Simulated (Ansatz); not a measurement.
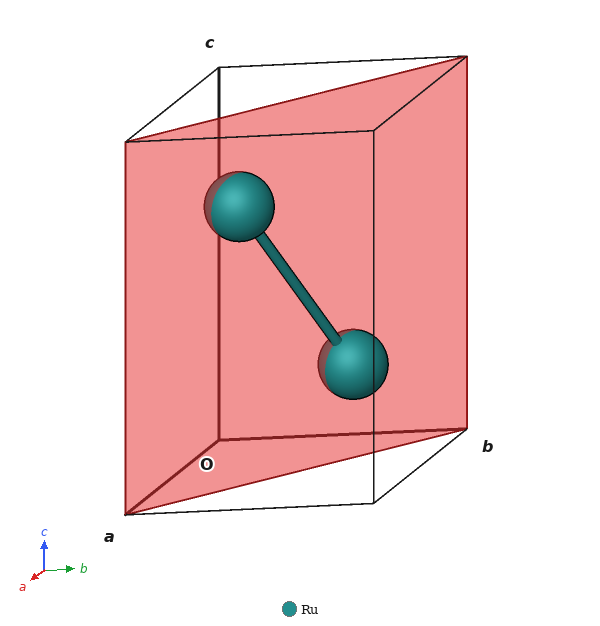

Crystal: Ru, the input geometry of an electronic-structure calculation (not necessarily at equilibrium). Every member of one family of equally spaced planes, hx + ky + lz = a whole number, that cuts the unit cell is shaded (one member passes through the origin O, touching the cell only at an edge or corner). Symmetry computed with spglib at a tolerance of 0.002 Å; standard conventional cell.

a = 2.769 Å, b = 2.769 Å, c = 4.344 Å, α = 90.00°, β = 90.00°, γ = 120.00°.

### Index the planes.

(1 1 0), in four indices (1 1 −2 0); the opposite sign names the same planes. The member next to the origin meets the axes a at 1, b at 1, c never.

### What is the spacing?

d = 1.384 Å.

### Which atoms of the cell lie in these planes (within 0.03 Å)?

all 2 Ru.
